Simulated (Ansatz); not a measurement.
# Calculations on C2H3BCl2

**1. Relaxation**

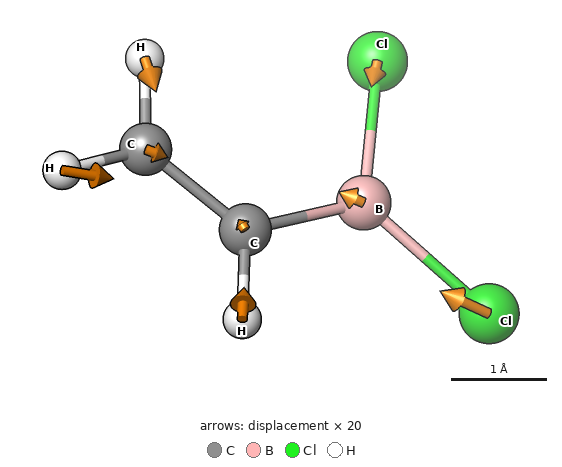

A relaxation of C2H3BCl2. The starting structure is drawn; orange arrows show the displacements, 20 times their true length. The two geometries are superimposed by the best rigid fit.

The picture is a ball-and-stick view, seen at a tilt.

Method: Ansatz, RKS PBE0-D4/def2-TZVP.

Input
```yaml
crystal:
  periodic: [false, false, false]
  atoms:
    - {symbol: C, position_ang: [0.488093, 0.933775, 0.809354]}
    - {symbol: C, position_ang: [-0.059714, -0.263614, 0.497323]}
    - {symbol: B, position_ang: [-0.371301, -0.707915, -0.952984]}
    - {symbol: Cl, position_ang: [-1.091167, -2.288290, -1.262309]}
    - {symbol: Cl, position_ang: [-0.021509, 0.337496, -2.335547]}
    - {symbol: H, position_ang: [0.702525, 1.231134, 1.850003]}
    - {symbol: H, position_ang: [0.742251, 1.661140, 0.019038]}
    - {symbol: H, position_ang: [-0.296977, -0.960926, 1.319421]}
basis:
  gaussian: {orbitals: def2-TZVP}
hamiltonian: {xc: pbe0, dispersion: d4}
relax: {f_tol: 0.005, max_steps: 200}
```

What happened in the run?

Answer. The energy falls by 0.83 kcal/mol in 5 geometry steps. The largest force component goes from 0.58 to 0.0018 eV/Å. The largest moves after the best rigid fit, 0.031 Å, are those of Cl4 and H6. By element the largest moves are Cl 0.031 Å, H 0.031 Å, B 0.015 Å, C 0.013 Å. Among the contacts that change: C1–C2 1.353 → 1.334 Å, C1–H6 1.103 → 1.085 Å, B3–Cl5 1.768 → 1.751 Å, B3–Cl4 1.764 → 1.750 Å. The run took roughly 40 core-seconds on a shared host.

**2. Relaxation**

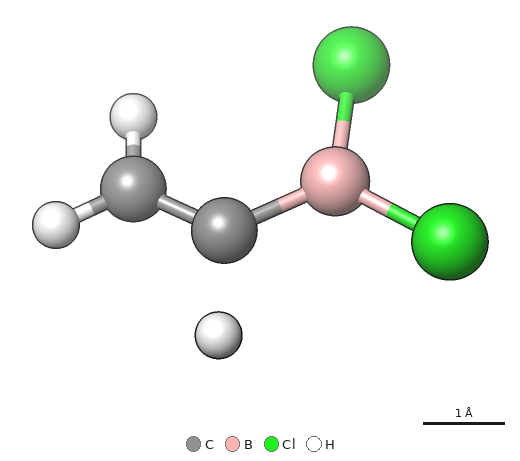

Starting structure of C2H3BCl2. The picture is a ball-and-stick view, seen at a tilt.

Method: Ansatz, RKS PBE0-D4/def2-TZVP.

Input
```yaml
crystal:
  periodic: [false, false, false]
  atoms:
    - {symbol: C, position_ang: [0.484112, 0.923313, 0.802010]}
    - {symbol: C, position_ang: [-0.057768, -0.256781, 0.495643]}
    - {symbol: B, position_ang: [-0.365570, -0.696181, -0.944710]}
    - {symbol: Cl, position_ang: [-1.076716, -2.266818, -1.244401]}
    - {symbol: Cl, position_ang: [-0.026952, 0.330345, -2.322864]}
    - {symbol: H, position_ang: [0.693062, 1.212770, 1.827054]}
    - {symbol: H, position_ang: [0.737714, 1.642960, 0.029878]}
    - {symbol: H, position_ang: [-0.402798, -1.257488, 1.664604]}
basis:
  gaussian: {orbitals: def2-TZVP}
hamiltonian: {xc: pbe0, dispersion: d4}
relax: {f_tol: 0.005, max_steps: 200, constraints: [{distance: [1, 7]}]}
```

Q: Predict the outcome.

A: Over 5 accepted moves (6 points after the start) the energy falls by 3.20 kJ/mol. Largest force component: 0.55 eV/Å at the start, 0.0012 eV/Å at the end. The line search rejected the trial step at point 4 of the run. The largest move after the best rigid fit is that of H8, 0.064 Å. By element the largest moves are H 0.064 Å, C 0.058 Å, Cl 0.047 Å, B 0.026 Å. Near-neighbour distances that change, for instance: C1–C2 1.334 → 1.324 Å, B3–Cl4 1.750 → 1.742 Å, C2–B3 1.537 → 1.531 Å. Among the angles between lasting bonds that change: C1–C2–B3 123.3° → 129.1°.

Step by step:

```csv
step,"E − E(0), kJ/mol","largest force component, eV/Å",note
0,0.00,0.5542,
1,-2.71,0.2415,
2,-3.18,0.0836,
3,-3.18,0.0813,
4,-3.09,0.1028,rejected
5,-3.20,0.0110,
6,-3.20,0.0012,
```

The structure at the end:

```xyz
8

C     0.4908    0.9347    0.8271
C    -0.0437   -0.2180    0.4545
B    -0.3757   -0.7180   -0.9538
Cl   -1.0847   -2.2877   -1.2142
Cl   -0.0441    0.2933   -2.3465
H     0.6858    1.1906    1.8615
H     0.7546    1.6749    0.0744
H    -0.3980   -1.2376    1.6042
```

The end point in the same view:

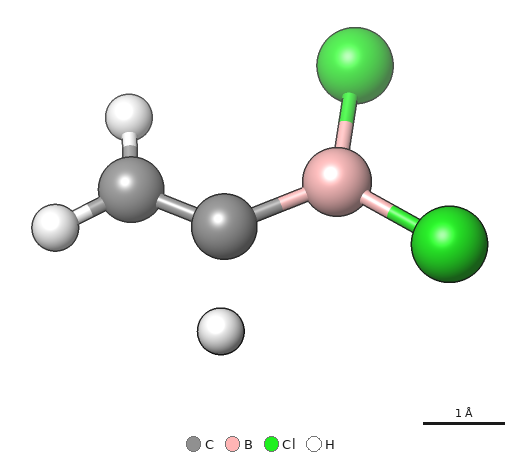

**3. Scan**

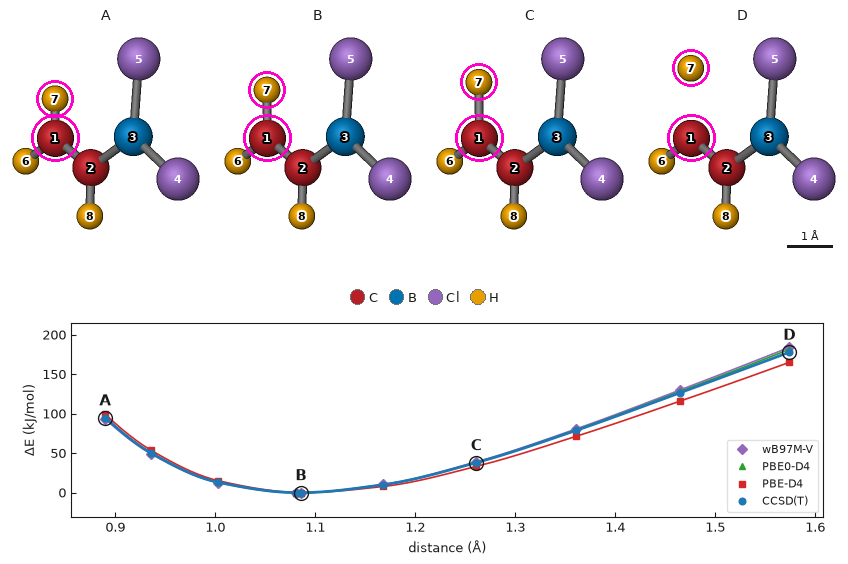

Energy scan for C₂H₃BCl₂, in which the C1–H7 distance is varied, with the rest of the molecule carried along rigidly. The lettered frames are marked on the plot, at the values of CCSD(T). A ball-and-stick model, seen from a free direction. The ringed atoms are those of the scanned coordinate.

Single-point energies from Ansatz with CCSD(T), PBE-D4, PBE0-D4, wB97M-V in the def2-TZVPP basis, on geometries moved rigidly from the minimum at PBE0-D4/def2-TZVP. Coupled cluster with a frozen core. Energies are counted from the PBE0-D4/def2-TZVP minimum geometry at the same level.

**Describe the profile.**

With CCSD(T): the lowest computed point lies at the distance 1.086 Å (0.0 kJ/mol). The end points stand at 94.7 kJ/mol (0.890 Å) and 177.9 kJ/mol (1.574 Å). The curvature at the lowest point is about 35 eV/Å² (5.6 mdyn/Å). The well is steeper on the short side, as for any bond. At 1.574 Å the levels give PBE-D4 165.0 kJ/mol, CCSD(T) 177.9 kJ/mol, PBE0-D4 181.4 kJ/mol, wB97M-V 183.9 kJ/mol. Closest to CCSD(T) there is PBE0-D4. At 0.890 Å to 1.574 Å the mean-field solution behind CCSD(T) isn't stable (a lower one of broken symmetry exists), so those energies are less reliable.

The computed points:

Energies in kJ/mol.

| distance (Å) | CCSD(T) | PBE-D4 | PBE0-D4 | wB97M-V |
| --- | --- | --- | --- | --- |
| 0.890 | 94.7 | 99.0 | 95.2 | 93.1 |
| 0.936 | 49.9 | 53.4 | 50.3 | 48.9 |
| 1.003 | 13.1 | 15.1 | 13.3 | 12.6 |
| 1.081 | 0.0 | 0.1 | 0.0 | 0.0 |
| 1.086 | 0.0 | 0.0 | 0.0 | 0.0 |
| 1.168 | 10.0 | 7.8 | 10.0 | 10.4 |
| 1.261 | 38.0 | 33.2 | 38.2 | 38.9 |
| 1.361 | 78.9 | 71.4 | 79.7 | 80.7 |
| 1.465 | 126.7 | 116.0 | 128.2 | 130.1 |
| 1.574 | 177.9 | 165.0 | 181.4 | 183.9 |

**4. Scan**

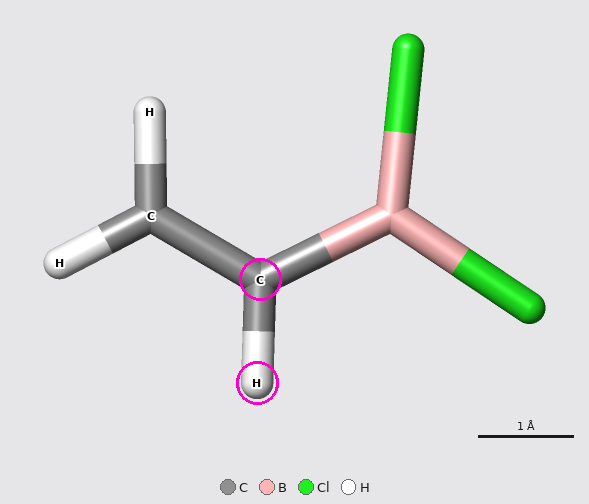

C2H3BCl2: the C2–H8 distance is varied, with all other coordinates relaxed. The picture shows the minimum geometry. The ringed atoms are those of the scanned coordinate. Style: stick. Shown face on.

Levels of theory: r2SCAN-D4, PBE-D4 (def2-TZVPP, Ansatz), on geometries relaxed under the constraint at PBE0-D4/def2-TZVP. Energies are counted from the PBE0-D4/def2-TZVP minimum geometry at the same level.

```xyz
8

C     0.4841    0.9233    0.8020
C    -0.0578   -0.2568    0.4956
B    -0.3656   -0.6962   -0.9447
Cl   -1.0767   -2.2668   -1.2444
Cl   -0.0270    0.3303   -2.3229
H     0.6931    1.2128    1.8271
H     0.7377    1.6430    0.0299
H    -0.2957   -0.9468    1.3017
```

### What energies does the calculation give (the distance: 0.892, 0.938, 1.005, 1.083, 1.087, 1.170, 1.264, 1.363, 1.468, 1.577 Å)?

Energies in kJ/mol.

```
distance (Å)  r2SCAN-D4  PBE-D4
       0.892       92.9    97.2
       0.938       49.2    52.5
       1.005       13.0    14.8
       1.083        0.0     0.1
       1.087        0.0     0.0
       1.170        9.4     7.6
       1.264       36.3    32.5
       1.363       74.9    68.9
       1.468      120.5   111.8
       1.577      169.2   158.2
```

With r2SCAN-D4: the lowest computed point lies at the distance 1.087 Å (0.0 kJ/mol). At the ends of the scan the energy is 92.9 kJ/mol (0.892 Å) and 169.2 kJ/mol (1.577 Å). The curvature at the lowest point is about 34 eV/Å² (5.5 mdyn/Å). The well is steeper on the short side, as for any bond. At 1.577 Å the levels give PBE-D4 158.2 kJ/mol, r2SCAN-D4 169.2 kJ/mol.
